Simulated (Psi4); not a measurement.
Molecular dynamics, with input and output: BNH$_{6}$ (part 2 of 3)

Continued. System: BNH$_{6}$, SMILES [BH3-][NH3+]. Method: B3LYP/6-31G**, RKS, dispersion D4 (Psi4 1.11). The geometry comes from this level: PBE0-D4/def2-TZVP.

Geometry of the input (Å):
```
B  -0.1913  0.2508  -0.7754
N  0.2065  -0.2551  0.7317
H  -0.0782  -0.7284  -1.4810
H  -1.3326  0.6497  -0.6872
H  0.6044  1.1266  -1.0384
H  0.1408  0.5070  1.3987
H  1.1566  -0.6113  0.7553
H  -0.4140  -0.9965  1.0405
```

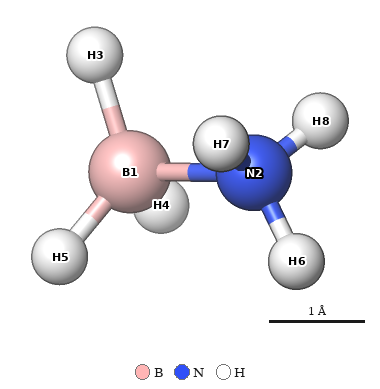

*The geometry at step 12 of the log (ball-and-stick view, seen at a tilt; atoms are numbered from 1 in the order of the input).*

## Standard output, continued
```
step  20  Epot   -2264.290498  Ekin  0.488378  Etot   -2263.802120 eV  T   472.3 K
step  21  Epot   -2264.266387  Ekin  0.464378  Etot   -2263.802009 eV  T   449.1 K
step  22  Epot   -2264.240144  Ekin  0.438258  Etot   -2263.801886 eV  T   423.8 K
step  23  Epot   -2264.213543  Ekin  0.411786  Etot   -2263.801757 eV  T   398.2 K
step  24  Epot   -2264.188548  Ekin  0.386917  Etot   -2263.801631 eV  T   374.2 K
step  25  Epot   -2264.167186  Ekin  0.365671  Etot   -2263.801514 eV  T   353.6 K
step  26  Epot   -2264.151387  Ekin  0.349969  Etot   -2263.801418 eV  T   338.4 K
step  27  Epot   -2264.142786  Ekin  0.341433  Etot   -2263.801354 eV  T   330.2 K
step  28  Epot   -2264.142518  Ekin  0.341186  Etot   -2263.801332 eV  T   329.9 K
step  29  Epot   -2264.151038  Ekin  0.349678  Etot   -2263.801360 eV  T   338.2 K
step  30  Epot   -2264.168011  Ekin  0.366570  Etot   -2263.801441 eV  T   354.5 K
step  31  Epot   -2264.192292  Ekin  0.390718  Etot   -2263.801573 eV  T   377.8 K
step  32  Epot   -2264.221996  Ekin  0.420249  Etot   -2263.801747 eV  T   406.4 K
step  33  Epot   -2264.254668  Ekin  0.452721  Etot   -2263.801948 eV  T   437.8 K
step  34  Epot   -2264.287508  Ekin  0.485359  Etot   -2263.802149 eV  T   469.4 K
step  35  Epot   -2264.317635  Ekin  0.515319  Etot   -2263.802316 eV  T   498.3 K
step  36  Epot   -2264.342392  Ekin  0.539973  Etot   -2263.802419 eV  T   522.2 K
step  37  Epot   -2264.359659  Ekin  0.557203  Etot   -2263.802456 eV  T   538.8 K
step  38  Epot   -2264.368134  Ekin  0.565682  Etot   -2263.802451 eV  T   547.0 K
step  39  Epot   -2264.367549  Ekin  0.565140  Etot   -2263.802409 eV  T   546.5 K
step  40  Epot   -2264.358858  Ekin  0.556557  Etot   -2263.802301 eV  T   538.2 K
```

## Trajectory as extended XYZ (Å, eV, eV/Å), 41 frames, from step=0 to step=40
```
8
Properties=species:S:1:pos:R:3:forces:R:3 step=0 energy=-2264.77035
B    -0.1913    0.2508   -0.7754   -0.0957   0.1194  -0.3589
N     0.2065   -0.2551    0.7317    0.0214  -0.0260   0.0725
H    -0.0782   -0.7284   -1.4810    0.0033   0.0119   0.0343
H    -1.3326    0.6497   -0.6872    0.0272  -0.0144   0.0189
H     0.6044    1.1266   -1.0384   -0.0090  -0.0229   0.0252
H     0.1408    0.5070    1.3987   -0.0062   0.1125   0.1217
H     1.1566   -0.6113    0.7553    0.1503  -0.0604   0.0211
H    -0.4140   -0.9965    1.0405   -0.0914  -0.1204   0.0656
8
Properties=species:S:1:pos:R:3:forces:R:3 step=1 energy=-2264.76076
B    -0.1889    0.2500   -0.7758   -0.0146  -0.0356  -0.4454
N     0.2039   -0.2555    0.7325    0.7138   0.5113   0.0320
H    -0.0763   -0.7385   -1.4825    0.0200   0.1586   0.1257
H    -1.3208    0.6497   -0.6969   -0.1853   0.0102   0.0542
H     0.5910    1.1362   -1.0372    0.0925  -0.0335   0.0046
H     0.1451    0.5062    1.4078   -0.0051  -0.0028  -0.0362
H     1.1626   -0.6110    0.7526   -0.1923   0.0015   0.0286
H    -0.4144   -0.9821    1.0371   -0.4286  -0.6098   0.2368
8
Properties=species:S:1:pos:R:3:forces:R:3 step=2 energy=-2264.73329
B    -0.1865    0.2493   -0.7762    0.0751  -0.1855  -0.5242
N     0.2013   -0.2558    0.7334    1.4134   1.0694  -0.0227
H    -0.0743   -0.7485   -1.4838    0.0366   0.2986   0.2107
H    -1.3091    0.6498   -0.7066   -0.4039   0.0363   0.0878
H     0.5777    1.1458   -1.0361    0.1919  -0.0449  -0.0149
H     0.1493    0.5054    1.4168   -0.0067  -0.1142  -0.1921
H     1.1685   -0.6107    0.7498   -0.5165   0.0548   0.0388
H    -0.4151   -0.9680    1.0339   -0.7896  -1.1146   0.4168
8
Properties=species:S:1:pos:R:3:forces:R:3 step=3 energy=-2264.68999
B    -0.1841    0.2485   -0.7767    0.1711  -0.3272  -0.5947
N     0.1987   -0.2561    0.7342    2.0973   1.6256  -0.0867
H    -0.0724   -0.7583   -1.4851    0.0535   0.4307   0.2888
H    -1.2977    0.6498   -0.7162   -0.6249   0.0633   0.1193
H     0.5644    1.1554   -1.0349    0.2887  -0.0576  -0.0331
H     0.1536    0.5045    1.4257   -0.0112  -0.2181  -0.3424
H     1.1741   -0.6103    0.7472   -0.8156   0.0975   0.0514
H    -0.4162   -0.9546    1.0309   -1.1585  -1.6143   0.5976
8
Properties=species:S:1:pos:R:3:forces:R:3 step=4 energy=-2264.63464
B    -0.1817    0.2477   -0.7772    0.2702  -0.4581  -0.6566
N     0.1963   -0.2564    0.7350    2.7394   2.1527  -0.1523
H    -0.0704   -0.7679   -1.4862    0.0704   0.5541   0.3594
H    -1.2866    0.6499   -0.7258   -0.8443   0.0899   0.1482
H     0.5514    1.1650   -1.0338    0.3818  -0.0721  -0.0495
H     0.1579    0.5035    1.4344   -0.0187  -0.3117  -0.4838
H     1.1792   -0.6099    0.7445   -1.0845   0.1288   0.0659
H    -0.4181   -0.9421    1.0283   -1.5139  -2.0836   0.7690
8
Properties=species:S:1:pos:R:3:forces:R:3 step=5 energy=-2264.57236
B    -0.1792    0.2469   -0.7777    0.3686  -0.5756  -0.7099
N     0.1940   -0.2565    0.7358    3.3104   2.6205  -0.2094
H    -0.0684   -0.7771   -1.4870    0.0875   0.6680   0.4223
H    -1.2761    0.6500   -0.7353   -1.0576   0.1148   0.1742
H     0.5385    1.1745   -1.0327    0.4707  -0.0892  -0.0641
H     0.1621    0.5023    1.4428   -0.0292  -0.3925  -0.6136
H     1.1837   -0.6094    0.7419   -1.3196   0.1482   0.0818
H    -0.4208   -0.9309    1.0262   -1.8304  -2.4943   0.9191
8
Properties=species:S:1:pos:R:3:forces:R:3 step=6 energy=-2264.50909
B    -0.1768    0.2460   -0.7783    0.4620  -0.6771  -0.7548
N     0.1918   -0.2565    0.7366    3.7806   2.9991  -0.2472
H    -0.0663   -0.7860   -1.4876    0.1046   0.7721   0.4773
H    -1.2661    0.6503   -0.7446   -1.2598   0.1364   0.1972
H     0.5260    1.1840   -1.0316    0.5545  -0.1092  -0.0766
H     0.1663    0.5009    1.4509   -0.0423  -0.4590  -0.7296
H     1.1873   -0.6088    0.7393   -1.5182   0.1560   0.0985
H    -0.4246   -0.9212    1.0245   -2.0810  -2.8183   1.0356
8
Properties=species:S:1:pos:R:3:forces:R:3 step=7 energy=-2264.45060
B    -0.1743    0.2451   -0.7789    0.5457  -0.7603  -0.7917
N     0.1898   -0.2564    0.7374    4.1235   3.2635  -0.2560
H    -0.0641   -0.7943   -1.4880    0.1218   0.8661   0.5244
H    -1.2570    0.6505   -0.7539   -1.4458   0.1532   0.2172
H     0.5138    1.1933   -1.0306    0.6328  -0.1327  -0.0869
H     0.1706    0.4992    1.4585   -0.0577  -0.5101  -0.8302
H     1.1901   -0.6081    0.7368   -1.6791   0.1523   0.1156
H    -0.4297   -0.9132    1.0236   -2.2407  -3.0322   1.1080
8
Properties=species:S:1:pos:R:3:forces:R:3 step=8 energy=-2264.40167
B    -0.1718    0.2442   -0.7795    0.6150  -0.8229  -0.8211
N     0.1879   -0.2562    0.7382    4.3192   3.3970  -0.2289
H    -0.0619   -0.8022   -1.4880    0.1389   0.9498   0.5638
H    -1.2487    0.6509   -0.7630   -1.6104   0.1636   0.2342
H     0.5019    1.2027   -1.0297    0.7049  -0.1599  -0.0949
H     0.1747    0.4972    1.4656   -0.0752  -0.5450  -0.9142
H     1.1918   -0.6074    0.7343   -1.8012   0.1376   0.1324
H    -0.4361   -0.9070    1.0232   -2.2908  -3.1204   1.1291
8
Properties=species:S:1:pos:R:3:forces:R:3 step=9 energy=-2264.36523
B    -0.1692    0.2432   -0.7802    0.6656  -0.8630  -0.8437
N     0.1863   -0.2558    0.7390    4.3581   3.3947  -0.1637
H    -0.0596   -0.8095   -1.4877    0.1561   1.0232   0.5954
H    -1.2413    0.6514   -0.7720   -1.7491   0.1660   0.2486
H     0.4905    1.2119   -1.0287    0.7707  -0.1911  -0.1005
H     0.1789    0.4948    1.4722   -0.0943  -0.5634  -0.9806
H     1.1925   -0.6065    0.7320   -1.8841   0.1124   0.1485
H    -0.4439   -0.9027    1.0236   -2.2225  -3.0788   1.0963
8
Properties=species:S:1:pos:R:3:forces:R:3 step=10 energy=-2264.34205
B    -0.1667    0.2422   -0.7810    0.6934  -0.8794  -0.8600
N     0.1848   -0.2553    0.7398    4.2423   3.2636  -0.0630
H    -0.0572   -0.8161   -1.4870    0.1732   1.0862   0.6196
H    -1.2350    0.6520   -0.7808   -1.8577   0.1591   0.2606
H     0.4796    1.2210   -1.0279    0.8297  -0.2264  -0.1038
H     0.1829    0.4922    1.4782   -0.1147  -0.5653  -1.0290
H     1.1920   -0.6056    0.7297   -1.9278   0.0770   0.1635
H    -0.4530   -0.9002    1.0246   -2.0381  -2.9148   1.0124
8
Properties=species:S:1:pos:R:3:forces:R:3 step=11 energy=-2264.33083
B    -0.1640    0.2411   -0.7818    0.6953  -0.8711  -0.8709
N     0.1835   -0.2546    0.7405    3.9850   3.0216   0.0657
H    -0.0547   -0.8222   -1.4859    0.1903   1.1390   0.6365
H    -1.2298    0.6527   -0.7895   -1.9331   0.1421   0.2709
H     0.4691    1.2299   -1.0271    0.8821  -0.2659  -0.1048
H     0.1869    0.4892    1.4836   -0.1361  -0.5510  -1.0590
H     1.1904   -0.6047    0.7275   -1.9321   0.0318   0.1771
H    -0.4634   -0.8994    1.0262   -1.7511  -2.6466   0.8850
8
Properties=species:S:1:pos:R:3:forces:R:3 step=12 energy=-2264.32872
B    -0.1614    0.2400   -0.7826    0.6694  -0.8378  -0.8768
N     0.1824   -0.2538    0.7413    3.6080   2.6940   0.2118
H    -0.0521   -0.8275   -1.4845    0.2073   1.1814   0.6462
H    -1.2258    0.6535   -0.7980   -1.9733   0.1143   0.2799
H     0.4592    1.2387   -1.0264    0.9276  -0.3093  -0.1037
H     0.1908    0.4858    1.4883   -0.1581  -0.5208  -1.0705
H     1.1877   -0.6037    0.7254   -1.8975  -0.0232   0.1887
H    -0.4748   -0.9002    1.0284   -1.3834  -2.2988   0.7247
8
Properties=species:S:1:pos:R:3:forces:R:3 step=13 energy=-2264.33211
B    -0.1587    0.2388   -0.7835    0.6147  -0.7798  -0.8784
N     0.1814   -0.2529    0.7421    3.1376   2.3091   0.3633
H    -0.0494   -0.8321   -1.4827    0.2243   1.2135   0.6490
H    -1.2229    0.6543   -0.8063   -1.9778   0.0758   0.2883
H     0.4498    1.2474   -1.0257    0.9666  -0.3564  -0.1005
H     0.1947    0.4822    1.4924   -0.1804  -0.4751  -1.0635
H     1.1838   -0.6027    0.7235   -1.8241  -0.0878   0.1982
H    -0.4870   -0.9024    1.0309   -0.9610  -1.8994   0.5438
8
Properties=species:S:1:pos:R:3:forces:R:3 step=14 energy=-2264.33734
B    -0.1559    0.2376   -0.7845    0.5318  -0.6982  -0.8759
N     0.1806   -0.2518    0.7429    2.6009   1.8944   0.5086
H    -0.0465   -0.8360   -1.4804    0.2412   1.2353   0.6449
H    -1.2213    0.6552   -0.8145   -1.9471   0.0270   0.2966
H     0.4410    1.2558   -1.0251    0.9990  -0.4066  -0.0954
H     0.1984    0.4783    1.4959   -0.2026  -0.4146  -1.0382
H     1.1788   -0.6018    0.7216   -1.7123  -0.1622   0.2052
H    -0.4998   -0.9058    1.0338   -0.5109  -1.4753   0.3544
8
Properties=species:S:1:pos:R:3:forces:R:3 step=15 energy=-2264.34129
B    -0.1532    0.2364   -0.7854    0.4222  -0.5943  -0.8695
N     0.1799   -0.2507    0.7437    2.0224   1.4738   0.6376
H    -0.0435   -0.8392   -1.4779    0.2580   1.2467   0.6341
H    -1.2208    0.6561   -0.8225   -1.8831  -0.0312   0.3051
H     0.4328    1.2640   -1.0246    1.0251  -0.4596  -0.0886
H     0.2020    0.4741    1.4987   -0.2245  -0.3400  -0.9949
H     1.1728   -0.6010    0.7199   -1.5630  -0.2463   0.2096
H    -0.5129   -0.9100    1.0369   -0.0572  -1.0494   0.1667
8
Properties=species:S:1:pos:R:3:forces:R:3 step=16 energy=-2264.34164
B    -0.1504    0.2351   -0.7865    0.2888  -0.4702  -0.8594
N     0.1793   -0.2496    0.7446    1.4227   1.0660   0.7431
H    -0.0403   -0.8416   -1.4749    0.2748   1.2476   0.6166
H    -1.2214    0.6569   -0.8303   -1.7890  -0.0971   0.3144
H     0.4252    1.2718   -1.0241    1.0453  -0.5147  -0.0804
H     0.2054    0.4697    1.5009   -0.2456  -0.2520  -0.9342
H     1.1658   -0.6003    0.7183   -1.3774  -0.3401   0.2112
H    -0.5260   -0.9149    1.0402    0.3802  -0.6397  -0.0111
8
Properties=species:S:1:pos:R:3:forces:R:3 step=17 energy=-2264.33697
B    -0.1476    0.2338   -0.7876    0.1351  -0.3281  -0.8455
N     0.1787   -0.2483    0.7454    0.8177   0.6841   0.8202
H    -0.0370   -0.8433   -1.4715    0.2915   1.2379   0.5926
H    -1.2231    0.6578   -0.8379   -1.6685  -0.1693   0.3246
H     0.4182    1.2794   -1.0236    1.0597  -0.5713  -0.0711
H     0.2087    0.4652    1.5026   -0.2655  -0.1518  -0.8567
H     1.1580   -0.5999    0.7169   -1.1573  -0.4431   0.2098
H    -0.5389   -0.9201    1.0434    0.7871  -0.2587  -0.1737
8
Properties=species:S:1:pos:R:3:forces:R:3 step=18 energy=-2264.32671
B    -0.1448    0.2325   -0.7887   -0.0350  -0.1704  -0.8274
N     0.1782   -0.2471    0.7464    0.2192   0.3363   0.8668
H    -0.0335   -0.8442   -1.4678    0.3082   1.2174   0.5619
H    -1.2258    0.6585   -0.8454   -1.5262  -0.2457   0.3357
H     0.4119    1.2867   -1.0232    1.0689  -0.6286  -0.0609
H     0.2119    0.4605    1.5038   -0.2837  -0.0406  -0.7636
H     1.1496   -0.5997    0.7155   -0.9057  -0.5547   0.2054
H    -0.5514   -0.9255    1.0465    1.1541   0.0862  -0.3178
8
Properties=species:S:1:pos:R:3:forces:R:3 step=19 energy=-2264.31100
B    -0.1420    0.2311   -0.7899   -0.2169   0.0001  -0.8048
N     0.1776   -0.2458    0.7473   -0.3637   0.0266   0.8828
H    -0.0298   -0.8444   -1.4638    0.3249   1.1858   0.5247
H    -1.2294    0.6591   -0.8526   -1.3667  -0.3244   0.3478
H     0.4062    1.2935   -1.0229    1.0733  -0.6858  -0.0502
H     0.2149    0.4559    1.5045   -0.2999   0.0799  -0.6564
H     1.1406   -0.5998    0.7143   -0.6271  -0.6738   0.1982
H    -0.5631   -0.9308    1.0494    1.4761   0.3914  -0.4420
8
Properties=species:S:1:pos:R:3:forces:R:3 step=20 energy=-2264.29052
B    -0.1392    0.2298   -0.7911   -0.4064   0.1811  -0.7772
N     0.1771   -0.2446    0.7483   -0.9237  -0.2442   0.8699
H    -0.0259   -0.8439   -1.4594    0.3415   1.1429   0.4809
H    -1.2338    0.6594   -0.8596   -1.1948  -0.4033   0.3606
H     0.4012    1.3000   -1.0225    1.0731  -0.7422  -0.0393
H     0.2177    0.4513    1.5049   -0.3135   0.2078  -0.5372
H     1.1312   -0.6003    0.7132   -0.3273  -0.7983   0.1885
H    -0.5740   -0.9359    1.0520    1.7511   0.6561  -0.5461
8
Properties=species:S:1:pos:R:3:forces:R:3 step=21 energy=-2264.26641
B    -0.1364    0.2285   -0.7924   -0.5994   0.3701  -0.7441
N     0.1765   -0.2433    0.7493   -1.4535  -0.4775   0.8310
H    -0.0218   -0.8427   -1.4548    0.3581   1.0886   0.4306
H    -1.2390    0.6596   -0.8664   -1.0151  -0.4808   0.3739
H     0.3967    1.3060   -1.0222    1.0689  -0.7970  -0.0285
H     0.2203    0.4468    1.5049   -0.3241   0.3406  -0.4083
H     1.1216   -0.6013    0.7122   -0.0145  -0.9257   0.1765
H    -0.5838   -0.9406    1.0544    1.9795   0.8816  -0.6310
8
Properties=species:S:1:pos:R:3:forces:R:3 step=22 energy=-2264.24016
B    -0.1337    0.2272   -0.7937   -0.7922   0.5651  -0.7050
N     0.1759   -0.2421    0.7504   -1.9450  -0.6761   0.7698
H    -0.0175   -0.8409   -1.4499    0.3749   1.0225   0.3738
H    -1.2447    0.6594   -0.8730   -0.8318  -0.5551   0.3875
H     0.3930    1.3116   -1.0219    1.0610  -0.8494  -0.0180
H     0.2227    0.4425    1.5046   -0.3315   0.4755  -0.2731
H     1.1120   -0.6029    0.7114    0.3016  -1.0523   0.1630
H    -0.5924   -0.9448    1.0563    2.1628   1.0700  -0.6979
8
Properties=species:S:1:pos:R:3:forces:R:3 step=23 energy=-2264.21356
B    -0.1310    0.2259   -0.7950   -0.9816   0.7640  -0.6595
N     0.1752   -0.2409    0.7515   -2.3891  -0.8440   0.6907
H    -0.0130   -0.8385   -1.4448    0.3918   0.9447   0.3105
H    -1.2510    0.6589   -0.8793   -0.6484  -0.6249   0.4009
H     0.3898    1.3166   -1.0216    1.0500  -0.8989  -0.0080
H     0.2250    0.4386    1.5042   -0.3352   0.6090  -0.1351
H     1.1026   -0.6051    0.7106    0.6091  -1.1734   0.1487
H    -0.5997   -0.9483    1.0578    2.3032   1.2237  -0.7482
```
